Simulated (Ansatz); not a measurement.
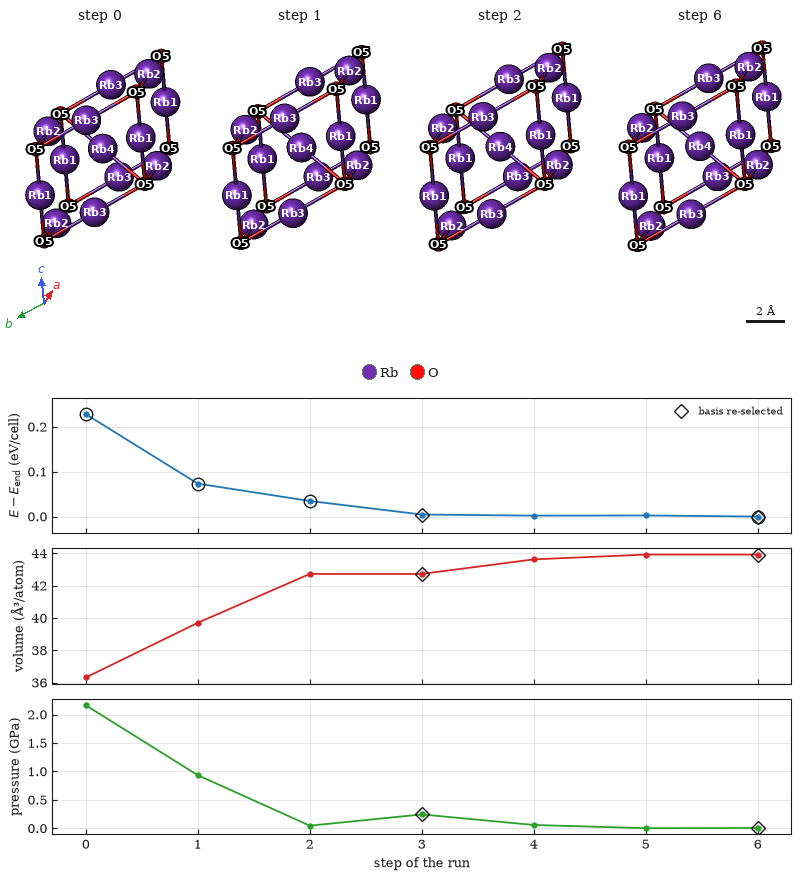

Frames of a relaxation of solid Rb4O (a generated structure, set up in Im-3m), marked on the history of the run. A ball-and-stick model of the cell of the calculation, seen from a free direction.

These are results of DFT PBE, scalar-relativistic, plane waves, PAW (Ansatz 0.2.0), not measurements.

Input
```yaml
crystal:
  lattice:
    - [-3.56739915, 3.56739915, 3.56739915]
    - [3.56739915, -3.56739915, 3.56739915]
    - [3.56739915, 3.56739915, -3.56739915]
  atoms:
    - { symbol: Rb, position: [0.0, 0.0, 0.5] }
    - { symbol: Rb, position: [0.5, 0.0, 0.0] }
    - { symbol: Rb, position: [0.0, 0.5, 0.0] }
    - { symbol: Rb, position: [0.5, 0.5, 0.5] }
    - { symbol: O, position: [0.0, 0.0, 0.0] }
basis:
  ecutwfc: 420
kpoints:
  mp_grid: { grid: [8, 8, 8] }
hamiltonian:
  xc: pbe
scf:
  occupations: { method: gaussian, width: 0.1 }
output:
  forces: true
  stress: true
  eigenvalues: true
  write_density: true
  write_potential: true
  elf: true
  volumetric_format: npy
relax:
  adjacent_minimum: "off"
  f_tol: 0.01
  max_steps: 80
  cell: { stress_tol: 0.05 }
```

Run as
```bash
ansatz run input.yaml --threads 1 --pin off --max-ram 2560MiB --backend cpu --events-out ev --progress --plain --runs-dir out
```

What happens along the run?

The atoms keep their places relative to the cell (all moves are under 0.005 Å). The drawn cell changes as follows: a = b = c 6.179 → 6.583 Å (+6.5 %); the volume changes by +20.9 %. Near-neighbour distances that change, for instance: Rb1–Rb2 3.567 → 3.801 Å, Rb1–O5 3.089 → 3.292 Å. The space group stays Im-3m (No. 229). The energy falls by 0.228 eV per cell of the calculation in 4 accepted moves (6 points after the start). All forces vanish by symmetry, so only the cell relaxes. The pressure goes from 2.16 to 0.01 GPa. The SCF was repeated twice at an unchanged geometry on a basis and grid sized afresh for the cell, which shifted the energy by 30.1 meV per cell of the calculation at most. From step 0 to 1: volume +9.3 %, energy −0.155 eV per cell of the calculation. From step 1 to 2: volume +7.6 %, energy −38.7 meV per cell of the calculation. From step 2 to 6: volume +2.8 %, energy −34.7 meV per cell of the calculation.

| step | E − E(0), meV/atom | pressure, GPa | volume, Å³/atom | note |
| --- | --- | --- | --- | --- |
| 0 | 0.00 | 2.16 | 36.320 |  |
| 1 | -30.95 | 0.93 | 39.704 |  |
| 2 | -38.69 | 0.05 | 42.727 |  |
| 3 | -44.72 | 0.24 | 42.727 | same geometry, new basis |
| 4 | -45.21 | 0.06 | 43.630 |  |
| 5 | -45.14 | 0.00 | 43.926 |  |
| 6 | -45.63 | 0.01 | 43.926 | same geometry, new basis |
